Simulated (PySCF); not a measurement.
WNF: single-point calculation

WNF, multiplicity 3, computed with UHF/crenbl, tda (PySCF 2.14.0).

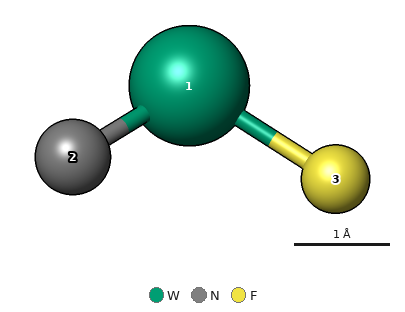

**Figure 1.** The input geometry (ball-and-stick view, seen at a tilt; atoms are numbered from 1 in the order of the input). Sticks mark near contacts.

## Input
```python
from pyscf import gto, scf, tdscf

mol = gto.M(
    atom='W 0.1496 0.0097 -0.0586; N -0.8962 -0.0581 -1.2979; F -0.7882 -0.0512 1.5239',
    basis='crenbl',
    ecp={'W': 'crenbl', 'N': 'crenbl', 'F': 'crenbl'},
    charge=0,
    spin=2,
    verbose=3,
)
mf = scf.UHF(mol)
mf.level_shift = 0.3
mf.kernel()
td = tdscf.TDA(mf)
td.nstates = 6
td.kernel()
td.analyze(verbose=3)
mf.dip_moment()
print('orbital energies (hartree):', [e[max(0, n-3):n+3].round(4) for e, n in zip(mf.mo_energy, mol.nelec)])
```

Machine: 1 CPU thread, shared host.

Launched with:
```bash
OMP_NUM_THREADS=1 python input.py
```

## Output
```
WARN: HOMO -0.099384967203215 >= LUMO -0.12158703355059

converged SCF energy = -100.55018596437  <S^2> = 2.5400566  2S+1 = 3.3406925
Excitation energies (eV)
[0.80129791 1.65342213 2.69911816 3.24869446 3.3261485  3.52076678]

** Excitation energies and oscillator strengths **
Excited State   1:      0.80130 eV   1547.29 nm  f=0.0018
Excited State   2:      1.65342 eV    749.86 nm  f=0.0172
Excited State   3:      2.69912 eV    459.35 nm  f=0.0097
Excited State   4:      3.24869 eV    381.64 nm  f=0.0000
Excited State   5:      3.32615 eV    372.76 nm  f=0.0074
Excited State   6:      3.52077 eV    352.15 nm  f=0.0628
Dipole moment(X, Y, Z, Debye):  4.93889,  0.32041,  0.03515
orbital energies (hartree): [array([-0.4197, -0.3901, -0.3515, -0.0103,  0.046 ,  0.0752]), array([-0.5011, -0.4988, -0.4763,  0.0021,  0.0797,  0.095 ])]
```

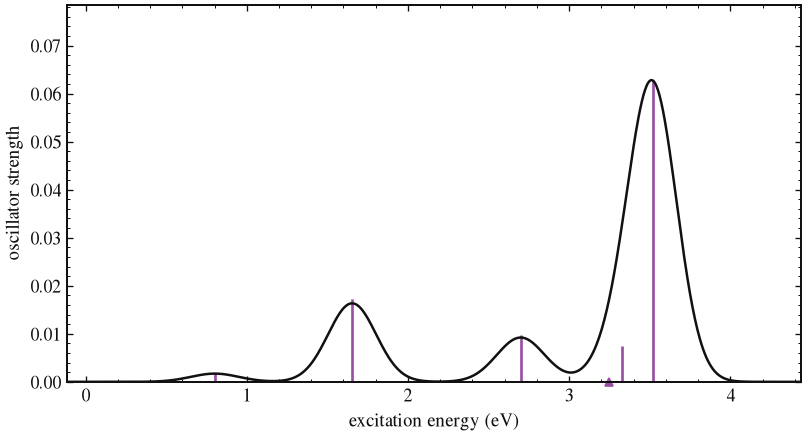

**Figure 2.** Computed excitations as sticks (degenerate states added up, dark ones marked on the axis), with a Gaussian envelope of 0.35 eV full width at half maximum, scaled to the tallest. Of the 6 states the lowest lies at 0.80 eV (f = 0.002); the strongest line is at 3.52 eV, or 352 nm (f = 0.063).

## Summary

```tsv
quantity	value
outcome	converged
SCF energy	−100.550186 hartree
⟨S²⟩	2.540
dipole moment	4.95 D
wall time	22 s
```

## Notes

⟨S²⟩ is 2.54 against 2.00 for a pure state: the solution is spin-contaminated.
